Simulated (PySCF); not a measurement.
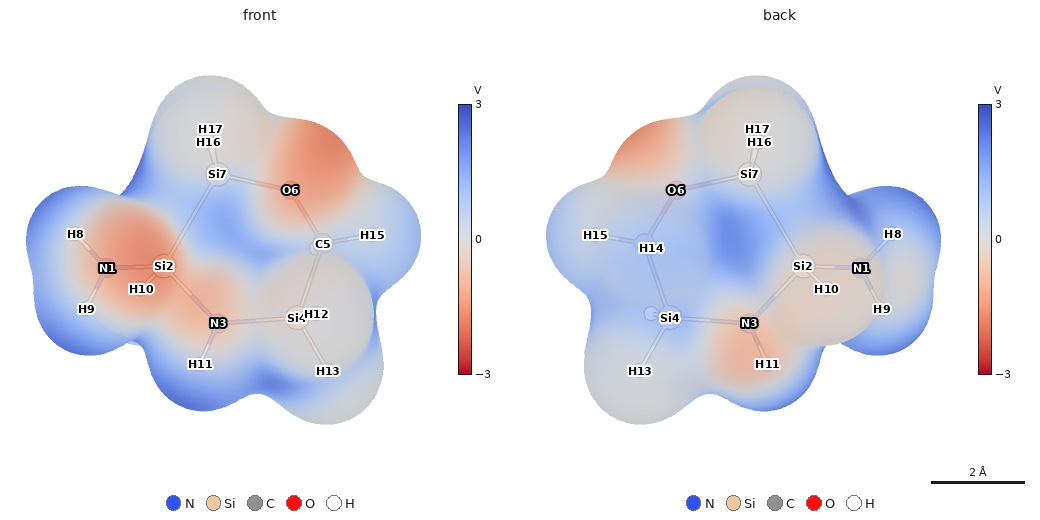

The picture shows: CH$_{10}$N$_{2}$OSi$_{3}$. The electrostatic potential painted on the density surface at 0.004 e/bohr³, seen from the front and from behind; the colour scale runs from red (negative) to blue (positive).

Geometry: GFN2-xTB.

Computed with PBE0/pcSseg-1, SCF density, gas phase, non-relativistic in PySCF 2.14.0.

```xyz
17

N     2.7294   -0.4615    0.1443
Si    1.2145   -0.2236    0.9433
N     0.1096   -1.3905    0.2343
Si   -1.4551   -1.1426   -0.4412
C    -2.0682    0.5582    0.1754
O    -1.1704    1.6057   -0.1141
Si    0.3117    1.8341    0.4998
H     3.4607    0.2152    0.2839
H     3.1283   -1.3868    0.1188
H     1.2654   -0.6396    2.3704
H     0.4781   -2.3213    0.1144
H    -1.4301   -1.1365   -1.9097
H    -2.3795   -2.1646    0.0667
H    -2.2620    0.5325    1.2532
H    -3.0131    0.8168   -0.3098
H     0.2084    2.6173    1.7490
H     0.8653    2.6992   -0.5392
```

Which sites attract a positive test charge, and which a negative one?

A positive charge is drawn to the negative regions and a negative charge to the positive ones. The most negative region (about −1.7 V, or −39 kcal/mol for a unit charge) lies over N1 and O6, the most positive (about +2.4 V, or +55 kcal/mol for a unit charge) over Si7.

How polar is the molecule by this calculation?

Its dipole moment is 2.36 D.
